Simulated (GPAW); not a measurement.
# Near-edge structure at the Rh L₃ edge of YRh (Pm-3m)

What does one-electron theory with a core hole give for the Rh L₃ edge of YRh (Pm-3m)?

Program: GPAW 26.7.0. Level of theory: X-ray absorption from dipole matrix elements to empty bands, plane-wave PAW LDA. Results are calculated unless marked as measured.

## (1) The starting structure

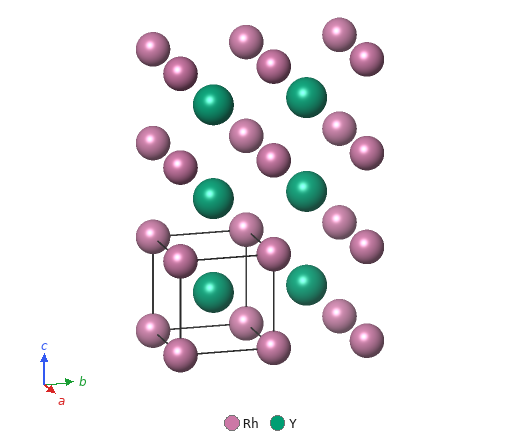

The cell as given, slightly off an axis (rhodium pink, yttrium teal). 1×2×3 cells are drawn. Some periodic images of atoms are drawn too.

As a file:

```xyz
2
Lattice="3.4070 0.0000 0.0000 0.0000 3.4070 0.0000 0.0000 0.0000 3.4070" Properties=species:S:1:pos:R:3 pbc="T T T"
Rh    0.0000    0.0000    0.0000
Y     1.7035    1.7035    1.7035
```

## (2) The field without a hole

A plain self-consistent run shows whether there is a gap, which decides the set-up of the core-hole run.

Contents of scf.py:

```python
import numpy as np
from ase import Atoms
from ase.parallel import parprint, paropen
from gpaw import GPAW, PW, FermiDirac, Mixer, MixerDif, setup_paths
from gpaw.test import gen
setup_paths.insert(0, '.')
gen('Rh', name='nch2p', xcname='LDA', corehole=(2, 1, 0), write_xml=True)
from gpaw.mpi import world
world.barrier()

atoms = Atoms('RhY',
    cell=[[3.407, 0, 0],
     [0, 3.407, 0],
     [0, 0, 3.407]],
    scaled_positions=[[0, 0, 0],
     [0.5, 0.5, 0.5]],
    pbc=True)
atoms.calc = calc = GPAW(legacy_gpaw=True, mode=PW(430, force_complex_dtype=True), xc='LDA', setups={0: 'nch2p'},
    kpts={'size': (7, 7, 7), 'gamma': True}, occupations=FermiDirac(0.05),
    charge=0, mixer=Mixer(0.1, 5, 50), maxiter=150,
    convergence={'density': 0.0001, 'eigenstates': 1e-6}, txt='scf.txt')
energy = atoms.get_potential_energy() + calc.get_reference_energy()
ef = calc.get_fermi_level()
out = dict(energy=energy, fermi=ef, forces=atoms.get_forces().tolist())
parprint(f'all-electron energy {energy:.4f} eV, Fermi level {ef:.4f} eV')
ev = np.array([[calc.get_eigenvalues(k, s) for k in range(len(calc.get_ibz_k_points()))] for s in range(calc.get_number_of_spins())])
out['homo'], out['lumo'], out['counts'] = ev[ev < ef].max(), ev[ev > ef].min(), sorted(set((ev < ef).sum((0, 2)).tolist()))
out['filled'] = (ev[:, 0] < ef).sum(1).tolist()
import json
with paropen('out.json', 'w') as f:
    json.dump(out, f)
```

Started as:

```bash
OMP_NUM_THREADS=1 mpirun -n 4 gpaw python scf.py
```

Numbers of over 12 decimals in the logs are rounded to 6 here.

The log of the run:

```text
Input parameters:
  convergence: {density: 0.0001,
                eigenstates: 1e-06}
  kpts: {gamma: True,
         size: (7, 7, 7)}
  maxiter: 150
  mixer: {backend: pulay,
          beta: 0.1,
          method: separate,
          nmaxold: 5,
          weight: 50}
  mode: {ecut: 430.0,
         force_complex_dtype: True,
         name: pw}
  occupations: {fixmagmom: False,
                name: fermi-dirac,
                width: 0.05}
  setups: {0: nch2p}

Initialize ...

[... PAW data sets ...]

Reference energy: -221997.016657  # eV

Spin-paired calculation

[... convergence settings ...]
Symmetries present (total): 48
  [... symmetry matrices ...]

343 k-points: 7 x 7 x 7 Monkhorst-Pack grid
20 k-points in the irreducible part of the Brillouin zone
       k-points in crystal coordinates                weights
   0:     0.00000000    0.00000000    0.00000000          1/343
   1:     0.14285714    0.00000000    0.00000000          6/343
   2:     0.14285714    0.14285714    0.00000000         12/343
   3:     0.14285714    0.14285714    0.14285714          8/343
   4:     0.28571429    0.00000000    0.00000000          6/343
   5:     0.28571429    0.14285714    0.00000000         24/343
   6:     0.28571429    0.14285714    0.14285714         24/343
   7:     0.28571429    0.28571429    0.00000000         12/343
   8:     0.28571429    0.28571429    0.14285714         24/343
   9:     0.28571429    0.28571429    0.28571429          8/343
          ...
  19:     0.42857143    0.42857143    0.42857143          8/343

Wave functions: Plane wave expansion
  Cutoff energy: 430.000 eV
  Number of coefficients (min, max): 793, 812
  Pulay-stress correction: 0.000000 eV/Ang^3 (de/decut=0.000000)
  Using FFTW library
  Wavefunction extrapolation:
    Improved wavefunction reuse through dual PAW basis

Occupation numbers: Fermi-Dirac:
  width: 0.0500  # eV

Eigensolver
   Davidson(niter=2)

Densities:
  Coarse grid: 18*18*18 grid
  Fine grid: 36*36*36 grid
  Total Charge: 0.000000

Density mixing:
  Method: separate
  Backend: pulay
  Linear mixing parameter: 0.1
  old densities: 5
  Width of damping distribution: 1.1
  Damping of long wavelength oscillations: 50

[... Hamiltonian set-up ...]
Number of atoms: 2
Number of atomic orbitals: 25
Number of bands in calculation: 20
Number of valence electrons: 26
Bands to converge: occupied

... initialized

Initializing position-dependent things.

Density initialized from atomic densities
Creating initial wave functions:
  20 bands from LCAO basis set

Positions:
   0 Rh     0.000000    0.000000    0.000000    ( 0.0000,  0.0000,  0.0000)
   1 Y      1.703500    1.703500    1.703500    ( 0.0000,  0.0000,  0.0000)

Unit cell:
           periodic     x           y           z      points  spacing
  1. axis:    yes    3.407000    0.000000    0.000000    18     0.1893
  2. axis:    yes    0.000000    3.407000    0.000000    18     0.1893
  3. axis:    yes    0.000000    0.000000    3.407000    18     0.1893

  Lengths:   3.407000   3.407000   3.407000
  Angles:   90.000000  90.000000  90.000000

Effective grid spacing dv^(1/3) = 0.1893

iter:   1   -16.287311
iter:   2   -15.943032   -1.75  -1.38
iter:   3   -15.774626   -1.88  -1.49
iter:   4   -15.685584   -2.31  -1.64
iter:   5   -15.698878   -1.97  -1.90
iter:   6   -15.669255   -2.74  -2.18
iter:   7   -15.669187   -3.75  -2.98
iter:   8   -15.669364c  -4.23  -3.30
iter:   9   -15.669415c  -5.29  -3.13
iter:  10   -15.669065c  -4.52  -3.12
iter:  11   -15.669081c  -5.48  -3.53
iter:  12   -15.669083c  -6.26c -3.61
iter:  13   -15.669070c  -6.27c -3.74
iter:  14   -15.669071c  -7.29c -3.83
iter:  15   -15.669075c  -6.27c -3.86
iter:  16   -15.669067c  -6.52c -4.11c

Converged after 16 iterations.

Dipole moment: (0.000000, -0.000000, -0.000000) |e|*Ang

Energy contributions relative to reference atoms: (reference = -221997.016657)

Kinetic:         -2.008545
Potential:       +0.823248
External:        +0.000000
XC:             -14.128666
Entropy (-ST):   -0.007312
Local:           -0.351448
SIC:             +0.000000
--------------------------
Free energy:    -15.672723
Extrapolated:   -15.669067

Showing only first 2 kpts
 Kpt  Band  Eigenvalues  Occupancy
  0    11      7.61121    2.00000
  0    12      7.61121    2.00000
  0    13     11.43758    0.00000
  0    14     11.43758    0.00000

  1    11      7.57613    2.00000
  1    12      7.67113    2.00000
  1    13     11.12696    0.00000
  1    14     11.52147    0.00000

Fermi level: 9.17882

Gap: 0.035 eV
Transition (v -> c):
  (s=0, k=16, n=12, [0.43, 0.43, 0.00]) -> (s=0, k=19, n=13, [0.43, 0.43, 0.43])
Direct/indirect transitions are different
Direct gap: 1.069 eV
Transition at: (s=0, k=19, n=12, [0.43, 0.43, 0.43])

Forces in eV/Ang:
  0 Rh    0.00000    0.00000    0.00000
  1 Y     0.00000    0.00000    0.00000
Scalar-relativistic atomic LDA calculation for Rh (Rhodium, Z=45)
Core hole in 2p state (2p occupation: 6.0)
750 radial gridpoints.
|------------------------------------------------|
|------------------------------------------------|
[... the atom generator's iteration count ...]

Energy contributions:
-------------------------
Kinetic:    +4943.601068
XC:          -133.806820
Potential:  -9587.541699
-------------------------
Total:      -4777.747452

state      eigenvalue         ekin         rmax
-----------------------------------------------
1s^2.0 :  -844.799541  1071.642816        0.021
2s^2.0 :  -122.540305   219.243051        0.120
2p^6.0 :  -109.972650   210.247043        0.096
3s^2.0 :   -21.878604    59.694416        0.352
3p^6.0 :   -17.734596    55.436348        0.345
3d^10.0:   -11.061686    49.656667        0.291
4s^2.0 :    -3.031369    14.629350        0.880
4p^6.0 :    -1.857314    12.004495        0.942
4d^8.0 :    -0.225910     6.142971        1.148
5s^1.0 :    -0.168376     1.344051        2.632
5p^0.0 :    -0.035593     0.523604        3.767
-----------------------------------------------
(units: Bohr and Hartree)

Generating PAW setup
Kinetic energy of the core from tauc = 4931.10619590688
Cutoffs:
rc(s)=2.400
rc(p)=2.610
rc(d)=2.350
rc(vbar)=2.390
rc(comp)=2.290
rc(nct)=2.610

Kinetic energy of the core states: 4821.086280
Charge: 0.0
Core electrons: 30.0
Valence electrons: 15.0
Pseudo-core charge: 0.089799
Shape function alpha=1.907
Pseudo-electron charge 5.883407
state    eigenvalue         norm
--------------------------------
5s(1) :    -0.168376     1.017377
*s    :     0.831624
4p(6) :    -1.857314     0.120652
5p(0) :    -0.035593     0.998302
4d(8) :    -0.225910     0.506540
*d    :     0.774090
--------------------------------

Diagonalizing with gridspacing h=0.050

state   all-electron     PAW
-------------------------------
5s:      -0.168376    -0.168508
4p:      -1.857314    -1.857524
4d:      -0.225910    -0.226752
*f:                    0.069742
-------------------------------
all-electron energy -222012.6857 eV, Fermi level 9.1788 eV
```

It took 11 s on 4 MPI ranks of Intel Xeon Platinum 8488C (Sapphire Rapids), shared host; peak memory 0.15 GiB.

The mesh shows a gap of only 0.04 eV, so the system is treated as a metal and the core electron is put at the Fermi level (neutral cell).

## (3) Spectrum without a core hole, Rh atom 1

This cheap baseline ignores the attraction of the hole: it shows the absorber's empty states as they are in the ground state. The data set with a hole of occupation 0 only carries the core orbital.

The absorber has 8 Y at 2.95 Å and 6 Rh at 3.41 Å (cube and octahedron, as in bcc, site symmetry m-3m).

Contents of xas.py:

```python
import numpy as np
from ase import Atoms
from ase.parallel import parprint, paropen
from gpaw import GPAW, PW, FermiDirac, Mixer, MixerDif, setup_paths
from gpaw.test import gen
setup_paths.insert(0, '.')
gen('Rh', name='nch2p', xcname='LDA', corehole=(2, 1, 0), write_xml=True)
from gpaw.mpi import world
world.barrier()

atoms = Atoms('RhY',
    cell=[[3.407, 0, 0],
     [0, 3.407, 0],
     [0, 0, 3.407]],
    scaled_positions=[[0, 0, 0],
     [0.5, 0.5, 0.5]],
    pbc=True)
atoms.calc = calc = GPAW(legacy_gpaw=True, mode=PW(430, force_complex_dtype=True), xc='LDA', setups={0: 'nch2p'},
    kpts={'size': (10, 10, 10), 'gamma': True}, occupations=FermiDirac(0.1),
    charge=0, mixer=Mixer(0.1, 5, 50), maxiter=150,
    convergence={'density': 0.0001, 'eigenstates': 1e-6}, txt='scf.txt')
energy = atoms.get_potential_energy() + calc.get_reference_energy()
ef = calc.get_fermi_level()
out = dict(energy=energy, fermi=ef, forces=atoms.get_forces().tolist())
parprint(f'all-electron energy {energy:.4f} eV, Fermi level {ef:.4f} eV')
ev = np.array([[calc.get_eigenvalues(k, s) for k in range(len(calc.get_ibz_k_points()))] for s in range(calc.get_number_of_spins())])
out['homo'], out['lumo'], out['counts'] = ev[ev < ef].max(), ev[ev > ef].min(), sorted(set((ev < ef).sum((0, 2)).tolist()))
out['filled'] = (ev[:, 0] < ef).sum(1).tolist()

from ase.units import Ha
from gpaw.xas import dipole_matrix_elements
nb = int(calc.get_number_of_electrons() / 2) + 37
top = nb
nscf = calc.fixed_density(kpts={'size': (8, 8, 8), 'gamma': True},
    convergence={'eigenstates': 1.0}, txt='nscf.txt')
nscf.diagonalize_full_hamiltonian(nbands=nb)
cell = atoms.cell.array
ops = [cell.T @ U.T @ np.linalg.inv(cell.T) for U in nscf.wfs.kd.symmetry.op_scc]
E = np.arange(-25, 34, 0.1)
fwhm = np.interp(E, [4, 25], [2.13, 3.5])
Y, X, zero, highest = 0, 0, 1e9, 1e9
for spin in range(nscf.get_number_of_spins()):
    wfs = nscf.wfs
    mine = wfs.bd.get_slice()  # this rank's bands
    A = dipole_matrix_elements(wfs.setups[0])
    eps = np.zeros((wfs.kd.nibzkpts, nb))
    d = np.zeros((3, A.shape[1], wfs.kd.nibzkpts, nb), complex)
    for kpt in wfs.kpt_u:
        if kpt.s == spin and 0 in kpt.P_ani:
            eps[kpt.k, mine] = kpt.eps_n * Ha
            d[:, :, kpt.k, mine] = (kpt.weight * wfs.nspins / 2) ** 0.5 * np.inner(A, kpt.P_ani[0])
    world.sum(eps)
    world.sum(d)
    T = np.einsum('amkn,bmkn->abkn', d, d.conj()).real
    T = sum(np.einsum('ai,ijkn,bj->abkn', R, T, R) for R in ops) / len(ops)
    empty = eps > ef
    zero, highest = min(zero, eps[empty].min()), min(highest, eps[:, top - 1].min())
    lines = [(eps, T, empty)] if spin == 0 else lines + [(eps, T, empty)]
for eps, T, empty in lines:
    f = np.einsum('aakn->akn', T).reshape(3, -1)
    x = eps.ravel() - zero
    w = np.interp(x, E, fwhm) / 2.35482
    g = np.exp(-0.5 * ((E[:, None] - x) / w) ** 2) / (w * (2 * np.pi) ** 0.5)
    Y = Y + (f * empty.ravel()) @ g.T
    X = X + (f * ~empty.ravel()) @ g.T
out.update(E=E.round(2).tolist(), xas=Y.tolist(), xes=X.tolist(), zero=zero, valid=highest - zero, nk=len(eps), nb=nb)
for i in range(0, len(E), 10):
    parprint(f'{E[i]:7.2f}', *(f'{v:10.3e}' for v in Y[:, i]))
import json
with paropen('out.json', 'w') as f:
    json.dump(out, f)
```

Started as:

```bash
OMP_NUM_THREADS=1 mpirun -n 4 gpaw python xas.py
```

The log of the run:

```text
Input parameters:
  convergence: {density: 0.0001,
                eigenstates: 1e-06}
  kpts: {gamma: True,
         size: (10, 10, 10)}
  maxiter: 150
  mixer: {backend: pulay,
          beta: 0.1,
          method: separate,
          nmaxold: 5,
          weight: 50}
  mode: {ecut: 430.0,
         force_complex_dtype: True,
         name: pw}
  occupations: {fixmagmom: False,
                name: fermi-dirac,
[...]
*d    :     0.774090
--------------------------------

Diagonalizing with gridspacing h=0.050

state   all-electron     PAW
-------------------------------
5s:      -0.168376    -0.168508
4p:      -1.857314    -1.857524
4d:      -0.225910    -0.226752
*f:                    0.069742
-------------------------------
all-electron energy -222012.6364 eV, Fermi level 9.2115 eV
[...]
32.00  5.561e-06  5.561e-06  5.561e-06
  33.00  5.729e-06  5.729e-06  5.729e-06
[key lines of the parts left out:]
Converged after 15 iterations.
Dipole moment: (0.000000, 0.000000, 0.000000) |e|*Ang
Free energy:    -15.640342
Fermi level: 9.21151
```

Wall time 18 s (4 MPI ranks); peak memory 0.27 GiB; 70 s of CPU time.

The Rh L₃ spectrum, Rh atom 1, no core hole (energy from the lowest empty level; intensity scaled to a mean of 1 over the first 20 eV):

| E (eV) | intensity |
| --- | --- |
| -2.0 | 0.05 |
| -0.5 | 0.85 |
| 1.0 | 2.18 |
| 2.5 | 1.91 |
| 4.0 | 1.22 |
| 5.5 | 1.18 |
| 7.0 | 0.52 |
| 8.5 | 0.45 |
| 10.0 | 0.65 |
| 11.5 | 0.96 |
| 13.0 | 1.09 |
| 14.5 | 0.86 |
| 16.0 | 0.61 |
| 17.5 | 0.67 |
| 19.0 | 0.73 |
| 20.5 | 0.77 |
| 22.0 | 0.79 |
| 23.5 | 0.73 |
| 25.0 | 0.68 |
| 26.5 | 0.65 |
| 28.0 | 0.69 |
| 29.5 | 0.78 |
| 31.0 | 0.74 |

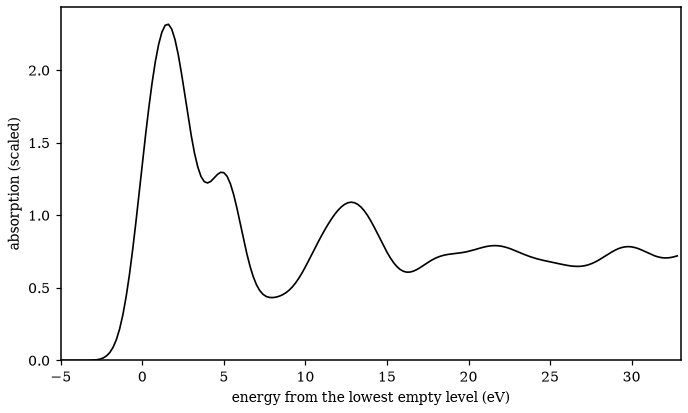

The Rh L₃ edge, Rh atom 1, no core hole: main maxima at 1.6, 4.8 and 12.8 eV.

Main maxima below 30 eV (height): 1.6 eV (2.32), 4.8 eV (1.30), 12.8 eV (1.09), 21.6 eV (0.79) and 29.8 eV (0.78). At an L edge the dipole rule selects empty d (and weakly s) states on the absorber, and the strong line at the onset measures the empty part of its d band.

The same matrix elements for filled bands give the Rh L₃ emission of Rh atom 1 (ground-state approximation; energy from the lowest empty level, largest value 1):

| E (eV) | emission |
| --- | --- |
| -24.0 | 0.00 |
| -22.5 | 0.00 |
| -21.0 | 0.00 |
| -19.5 | 0.00 |
| -18.0 | 0.00 |
| -16.5 | 0.00 |
| -15.0 | 0.00 |
| -13.5 | 0.00 |
| -12.0 | 0.00 |
| -10.5 | 0.00 |
| -9.0 | 0.00 |
| -7.5 | 0.00 |
| -6.0 | 0.00 |
| -4.5 | 0.15 |
| -3.0 | 0.79 |
| -1.5 | 0.83 |
| 0.0 | 0.17 |
| 1.5 | 0.01 |
| 3.0 | 0.00 |

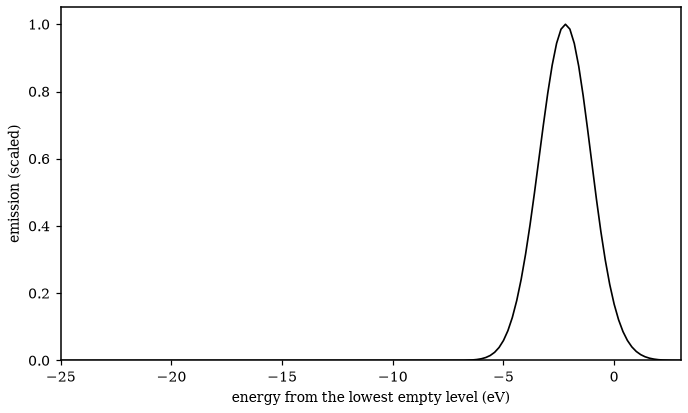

X-ray emission from the filled bands.

Emission maxima: -2.2 eV (1.00).

## (4) Supercell without a hole, the energy reference

The photon energy needs a difference of total energies, so the cell and mesh of the coming hole run are first run without a hole.

Changes to scf.py since step 2:

```diff
@@ -10,11 +10,17 @@
 
-atoms = Atoms('RhY',
-    cell=[[3.407, 0, 0],
-     [0, 3.407, 0],
-     [0, 0, 3.407]],
+atoms = Atoms('Rh4Y4',
+    cell=[[3.407, 3.407, 3.407],
+     [-3.407, 3.407, -3.407],
+     [-3.407, -3.407, 3.407]],
     scaled_positions=[[0, 0, 0],
-     [0.5, 0.5, 0.5]],
+     [0, 0.5, 0.5],
+     [0.5, 0, 0.5],
+     [0.5, 0.5, 0],
+     [0.5, 0, 0],
+     [0.5, 0.5, 0.5],
+     [0, 0, 0.5],
+     [0, 0.5, 0]],
     pbc=True)
 atoms.calc = calc = GPAW(legacy_gpaw=True, mode=PW(430, force_complex_dtype=True), xc='LDA', setups={0: 'nch2p'},
-    kpts={'size': (7, 7, 7), 'gamma': True}, occupations=FermiDirac(0.05),
+    kpts={'size': (5, 5, 5), 'gamma': True}, occupations=FermiDirac(0.1),
     charge=0, mixer=Mixer(0.1, 5, 50), maxiter=150,
```

Started as:

```bash
OMP_NUM_THREADS=1 mpirun -n 4 gpaw python scf.py
```

The log of the run:

```text
Input parameters:
  convergence: {density: 0.0001,
                eigenstates: 1e-06}
  kpts: {gamma: True,
         size: (5, 5, 5)}
  maxiter: 150
  mixer: {backend: pulay,
          beta: 0.1,
          method: separate,
          nmaxold: 5,
          weight: 50}
  mode: {ecut: 430.0,
         force_complex_dtype: True,
         name: pw}
  occupations: {fixmagmom: False,
                name: fermi-dirac,
[...]
*s    :     0.831624
4p(6) :    -1.857314     0.120652
5p(0) :    -0.035593     0.998302
4d(8) :    -0.225910     0.506540
*d    :     0.774090
--------------------------------

Diagonalizing with gridspacing h=0.050

state   all-electron     PAW
-------------------------------
5s:      -0.168376    -0.168508
4p:      -1.857314    -1.857524
4d:      -0.225910    -0.226752
*f:                    0.069742
-------------------------------
all-electron energy -888050.5439 eV, Fermi level 9.1969 eV
[key lines of the parts left out:]
Converged after 13 iterations.
Dipole moment: (-0.000000, 0.000000, -0.000000) |e|*Ang
Free energy:    -62.561370
Fermi level: 9.19688
```

It took 19 s on 4 MPI ranks; peak memory 0.23 GiB; 76 s of CPU time.

Reference energy: -888050.544 eV with the cores included.

[end of part 1 of 3]

[Banner, clock and machine lines of the logs are left out without a mark of their own.]

[Logs are printed without paths, hosts, clocks, repeated set-up lines and the standing remarks that a program may print on its own settings, such as how far it seeks lower states.]

[Hosts, paths, dates, database ids (printed as entryN), source tags and the programs' standing remarks are cut or masked in the printed files.]

[Lists of maxima count a maximum above −3 eV only where it reaches 4 % of the highest in the window and stands out from its surroundings by 2 % of it (1.5 % where it reaches 55 %); shoulders and weaker maxima are passed over, and of the rest the first, up to two pre-edge ones and the few strongest are named.]
